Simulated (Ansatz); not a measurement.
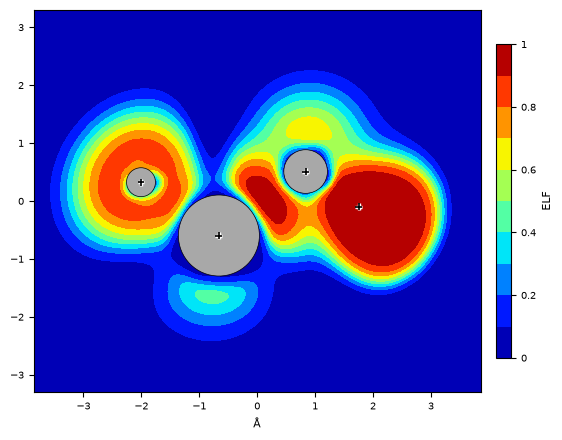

The electron localisation function on a plane through atoms (crosses mark nuclei in the plane; grey discs cover the cores).

Level of theory: isolated molecule in a Gaussian basis; Kohn-Sham density functional theory, functional PBE0 (Ansatz 0.2.0).

Candidates:
A. CH₄NSe (SMILES CN[Se-]) (charge −1)
B. C₂H₅O₂ (SMILES C[C](O)O) (doublet)
C. CH₅FSi (SMILES C[SiH2]F)

Q: Which candidate gave the map?

A: Candidate C: CH₅FSi on the plane of atoms C1, Si3 and F2, which holds C, F, Si and H. Si–F (1.63 Å): the ELF peaks at about 0.85 in the valence shell of F, 0.6 Å from its nucleus, and is about 0.55 at the midpoint. C–Si (1.86 Å): the ELF peaks at about 0.95 between the atoms: localised, covalent bonding.
